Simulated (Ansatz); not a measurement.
**CH4AlFO···H2: density, localisation and related maps**

```yaml
atoms:
  - { symbol: Al, position_ang: [-0.3554, -0.5281, 0.0978] }
  - { symbol: H, position_ang: [1.3549, 0.3580, 1.5426] }
  - { symbol: C, position_ang: [0.1193, 0.7028, -1.3264] }
  - { symbol: O, position_ang: [-1.6740, -0.1688, 1.1372] }
  - { symbol: H, position_ang: [1.5569, -0.3754, 1.4058] }
  - { symbol: F, position_ang: [0.3699, -2.0517, 0.2249] }
  - { symbol: H, position_ang: [-0.1367, 1.7486, -1.0584] }
  - { symbol: H, position_ang: [1.2006, 0.6559, -1.5692] }
  - { symbol: H, position_ang: [-0.4372, 0.4557, -2.2555] }
  - { symbol: H, position_ang: [-1.9983, -0.7967, 1.8014] }
```

Level of theory: UKS PBE/def2-SVP in Ansatz 0.2.0.

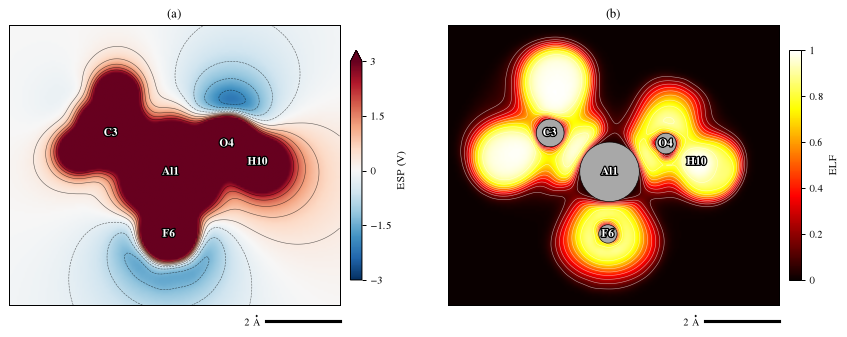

Figure 1. (a) molecular electrostatic potential; (b) ELF on the plane of atoms Al1, O4 and H10. Grey discs cover the atomic cores in the ELF map.

Question: Read the bonding off the picture.

Answer:
- The section cuts through Al, C, O, F and H sites.
- Al–F (1.69 Å): the ELF peaks at about 0.85 in the valence shell of F, 0.6 Å from its nucleus, and is about 0.25 at the midpoint.
- Al–O (1.72 Å): the ELF peaks at about 0.90 in the valence shell of O, 0.6 Å from its nucleus, and is about 0.45 at the midpoint.
- C–Al (1.94 Å): the ELF peaks at about 0.95 between the atoms: a shared but strongly polarised pair.
- O–H (0.97 Å): the ELF climbs to about 1 towards the hydrogen, as it does in any bond to H: a covalent bond by its length.
- The ELF also peaks beside F6 and O4, away from the bonds: lone-pair regions.
- Outside the dense part of the complex the potential is most negative (−2.2 V) near O4.

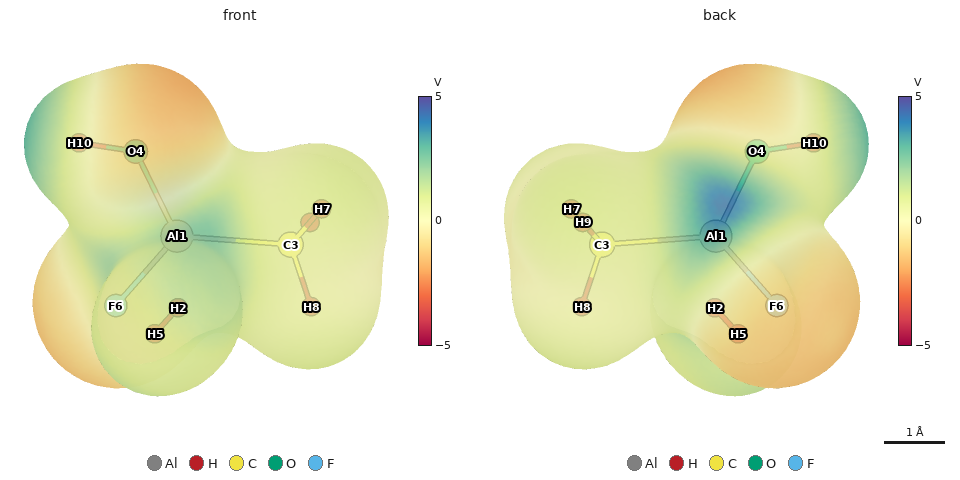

Figure 2. The electrostatic potential painted on the density surface at 0.004 e/bohr³, seen from the front and from behind; red is negative and blue positive.

Question: Describe the electrostatic potential map.

Answer: The most negative region (about −1.8 V) lies over O4, the most positive (about +4.0 V) over Al1. O4 is the likeliest acceptor of a hydrogen bond.

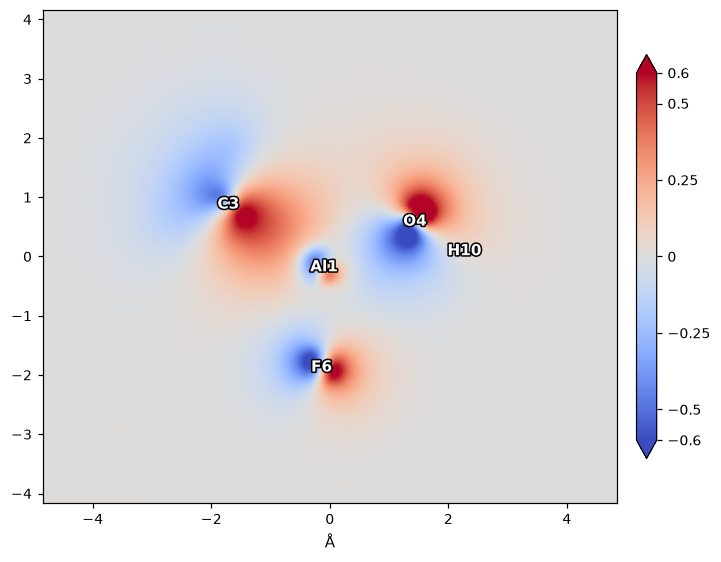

Figure 3. The HOMO−1 on the plane of atoms Al1, O4 and H10 (values in Å⁻³ᐟ²; the overall sign is arbitrary).

Question: Where does this orbital lie, and at what energy?

Answer: Its weight (Hirshfeld) is mainly on O4 (about 30 %), C3 (about 30 %), Al1 (about 15 %) and F6 (about 10 %). Its energy is −7.22 eV.
